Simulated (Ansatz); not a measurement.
A series of calculations on LiSiH2Se

### Relaxation

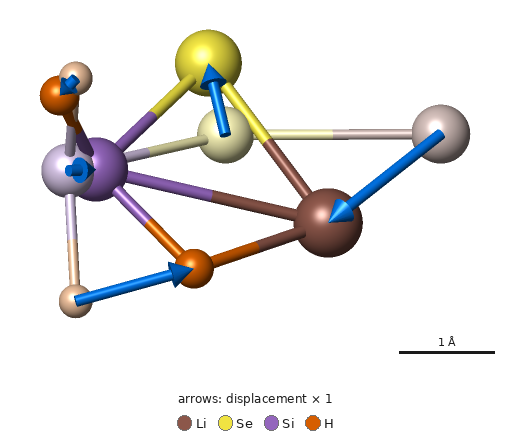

A relaxation of LiSiH2Se (multiplicity 2). The starting structure is drawn faded, the final one solid; blue arrows show the displacements, at their true length. The two geometries are superimposed by the best rigid fit.

Style: ball-and-stick. Shown from a free direction.

The run prepares an end point of a later path (inversion) calculation, from a guessed geometry.

Theory: Ansatz 0.2.0, UKS PBE-D4/def2-SVP.

Input file:
```yaml
crystal:
  periodic: [false, false, false]
  atoms:
    - { symbol: Li, position_ang: [-0.77106, -1.45236, 2.57552] }
    - { symbol: Se, position_ang: [0.56952, -0.83359, 0.85566] }
    - { symbol: Si, position_ang: [0.48986, 0.46067, -0.96996] }
    - { symbol: H, position_ang: [-0.54703, -0.02643, -1.87916] }
    - { symbol: H, position_ang: [0.25871, 1.85171, -0.58206] }
magnetization:
  spin_polarized: true
  initial_magnetization: 1
basis:
  gaussian: { orbitals: def2-SVP }
hamiltonian:
  xc: pbe
  dispersion: d4
relax:
  f_tol: 0.015
  max_steps: 40
output:
  orbitals: {}
```

Launched with:
```bash
ansatz run input.yaml --threads 1 --pin off --max-ram 2048MiB --backend cpu --events-out ev --progress --plain --runs-dir out
```

### Describe the change and its energy.

The energy falls by 15.2 kcal/mol in 18 accepted moves (20 points after the start). Largest force component: 0.94 eV/Å at the start, 0.0016 eV/Å at the end. The line search rejected the trial steps at points 8, 16 of the run. The forces were under the threshold at step 9, but the run went on from there. The largest move after the best rigid fit is that of Li1, 1.70 Å. Largest moves by element: Li 1.70 Å, H 1.30 Å, Se 0.84 Å, Si 0.38 Å. Some distances before and after: Li1–H4 4.683 → 1.855 Å, Li1–Si3 4.221 → 2.558 Å, Si3–H4 1.463 → 1.583 Å, Li1–Se2 2.267 → 2.341 Å. New bonds form: Li1–H4 (4.68 → 1.86 Å). Bond angles that change, for instance: Li1–Se2–Si3 139.1° → 67.8°, H4–Si3–H5 111.7° → 101.2°, Se2–Si3–H5 109.8° → 116.2°. Groups turn about Se2–Si3 by about 55°.

### Relaxation

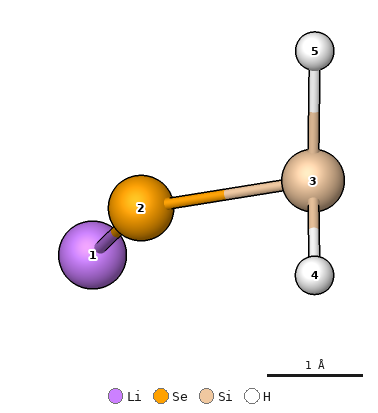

This is the input geometry for a relaxation of LiSiH₂Se (multiplicity 2). Style: ball-and-stick. Shown from a free direction.

The run prepares an end point of a later path (inversion) calculation, from a guessed geometry.

The calculation used Ansatz, UKS PBE-D4/def2-SVP.

The input:
```yaml
crystal:
  periodic: [false, false, false]
  atoms:
    - { symbol: Li, position_ang: [-0.77106, -1.45236, 2.57552] }
    - { symbol: Se, position_ang: [0.56952, -0.83359, 0.85566] }
    - { symbol: Si, position_ang: [0.48986, 0.46067, -0.96996] }
    - { symbol: H, position_ang: [0.68537, -0.35659, -2.167] }
    - { symbol: H, position_ang: [1.49177, 1.52137, -0.87005] }
magnetization:
  spin_polarized: true
  initial_magnetization: 1
basis:
  gaussian: { orbitals: def2-SVP }
hamiltonian:
  xc: pbe
  dispersion: d4
relax:
  f_tol: 0.015
  max_steps: 40
output:
  orbitals: {}
```

Command:
```bash
ansatz run input.yaml --threads 1 --pin off --max-ram 2048MiB --backend cpu --events-out ev --progress --plain --runs-dir out
```

Q: Where does the relaxation end?

A: The atom that moves furthest after the best rigid fit is Li1 (1.28 Å). By element the largest moves are Li 1.28 Å, Se 0.90 Å, Si 0.54 Å, H 0.44 Å. Some distances before and after: Li1–Si3 4.221 → 2.622 Å, Li1–Se2 2.267 → 2.335 Å, Si3–H4 1.463 → 1.512 Å, Se2–Si3 2.239 → 2.231 Å. Among the angles between lasting bonds that change: Li1–Se2–Si3 139.1° → 70.0°, Se2–Si3–H4 109.8° → 117.7°, H4–Si3–H5 111.7° → 108.4°. After 11 geometry steps the energy has fallen by 54.1 kJ/mol. Largest force component: 1.1 eV/Å at the start, 0.0024 eV/Å at the end.

Step by step:

| step | E − E(0), kJ/mol | largest force component, eV/Å |
| --- | --- | --- |
| 0 | 0.00 | 1.1110 |
| 1 | -11.05 | 0.3496 |
| 2 | -19.50 | 0.1551 |
| 3 | -26.74 | 0.2119 |
| 4 | -33.73 | 0.2027 |
| 5 | -41.07 | 0.2294 |
| 6 | -48.81 | 0.1808 |
| 7 | -53.70 | 0.1306 |
| 8 | -53.96 | 0.0524 |
| 9 | -54.10 | 0.0157 |
| 10 | -54.10 | 0.0150 |
| 11 | -54.11 | 0.0024 |

Final geometry:

```xyz
5

Li   -0.8406   -0.7055    1.5401
Se    1.3582   -1.2583    0.9800
Si    0.5163    0.1478   -0.5345
H     0.3085   -0.3741   -1.9381
H     1.1231    1.5296   -0.6233
```

After the run, drawn alike:

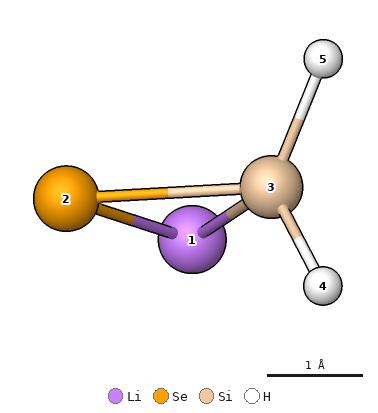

### Path

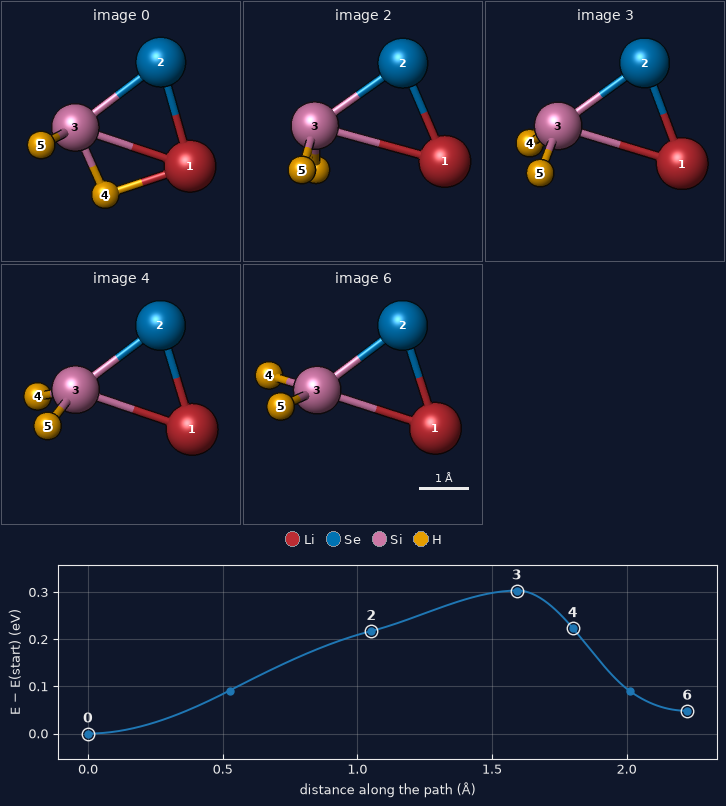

A nudged-elastic-band calculation for LiSiH$_{2}$Se (multiplicity 2). Images are numbered from 0 (start) to 6 (end). The picture is a ball-and-stick view, seen at a tilt.

Level of theory: Ansatz, UKS PBE-D4/def2-SVP. Run with 5 movable images; climbing image; force threshold 0.05 eV/Å; iteration limit 60; starting path by image-dependent pair potential.

### What happens along the path, and what is the barrier?

The highest point, image 3, lies 0.30 eV above the start and 0.26 eV above the end; the end is at +0.05 eV relative to the start. The motion is an umbrella inversion at Si3. No bond forms or breaks between the ends. Bond angles that change up to the highest image, for instance: Li1–Si3–H4 46.2° → 99.0°, Li1–Si3–H5 121.1° → 99.5°. The band is converged. At the top, the vibrational analysis gives one imaginary mode (467i cm⁻¹), as a transition state must have.
